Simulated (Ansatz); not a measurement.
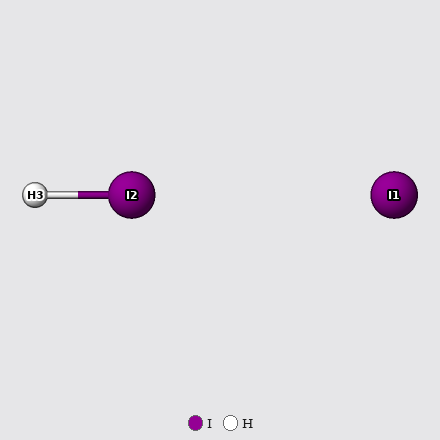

The system is I + IH, spin multiplicity 2; the picture shows the reference structure. First axis: distance I1–I2. Second axis: distance I2–H3. Nothing is relaxed (the angle I1–I2–H3 is fixed at 180 degrees). The grid has 13 × 13 points. Points are written as (first, second). Energies: kJ/mol, counted from I far from the relaxed IH (each part in its own basis). In part of the range the unrestricted reference is strongly spin-contaminated. Theory: Ansatz, UHF/def2-SVPD.

Its coordinates:

```xyz
3

I    -4.2240    0.0000    0.0000
I     0.0000    0.0000    0.0000
H     1.5550    0.0000    0.0000
```

Range: distance I1–I2 from 2.224 to 4.224 Å; distance I2–H3 from 1.360 to 3.360 Å.

> What will the energy surface look like?

The lowest grid point is at (4.224 Å, 1.555 Å), 3.1 kJ/mol from I far from the relaxed IH (each part in its own basis). It lies in a valley that leaves the map towards separated partners. The highest grid point, (2.224 Å, 1.360 Å), lies 726 kJ/mol above the lowest. On the interpolated surface the lowest path from the side where the first distance is long, about (4.22 Å, 1.61 Å), to the side where the second distance is long, (2.703 Å, 3.360 Å), has its top at about (2.77 Å, 2.44 Å), about 184 kJ/mol above the start and 9.4 kJ/mol above the end.

```csv
"distance I2–H3 ↓, distance I1–I2 →",2.224,2.303,2.419,2.554,2.703,2.865,3.036,3.216,3.405,3.600,3.802,4.010,4.224
3.360,419,324,237,188,175,188,203,212,216,218,219,217,216
3.146,421,326,238,189,176,188,202,210,215,217,217,215,214
2.938,424,329,241,191,177,188,201,208,212,214,214,212,211
2.736,428,333,245,195,180,188,198,204,207,209,209,207,206
2.541,436,340,251,200,184,187,193,197,199,199,199,197,196
2.352,447,351,260,207,187,183,184,184,184,183,182,179,178
2.172,463,365,272,215,187,175,168,163,159,156,152,149,148
2.001,483,383,285,220,182,158,142,129,118,108,103,100,99
1.839,509,404,298,222,171,134,106,84,65,54,48,44,43
1.690,541,430,315,226,161,113,78,53,32,20,13,9,7
1.555,587,470,344,245,170,116,77,51,30,17,9,5,3
1.439,655,533,399,292,212,154,113,86,66,52,44,40,38
1.360,729,603,465,354,271,211,170,141,123,108,100,95,93
```

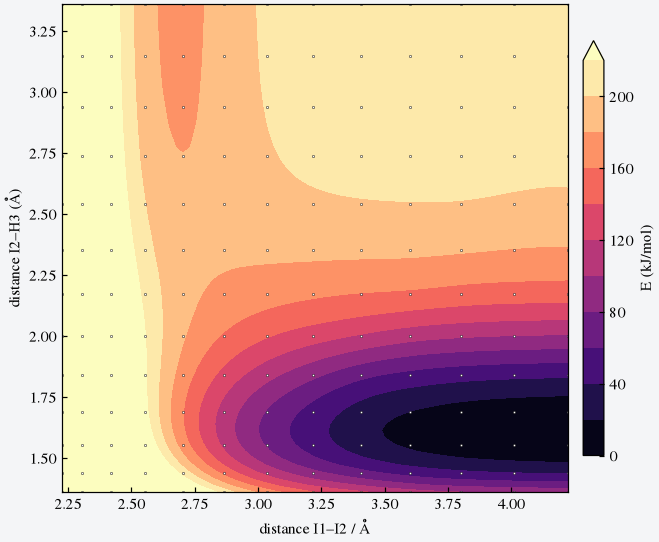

Drawn: filled contours, dots at the grid points, one colour for all values above the top of the scale. Between grid points the surface is interpolated.

Each point was launched as `ansatz run input.yaml --threads 1 --pin off --max-ram 2560MiB --backend cpu --events-out ev --progress --plain --runs-dir out`. Time for the 169 points that were run: 21 min on 1 thread of Arm Neoverse V2 (shared host).
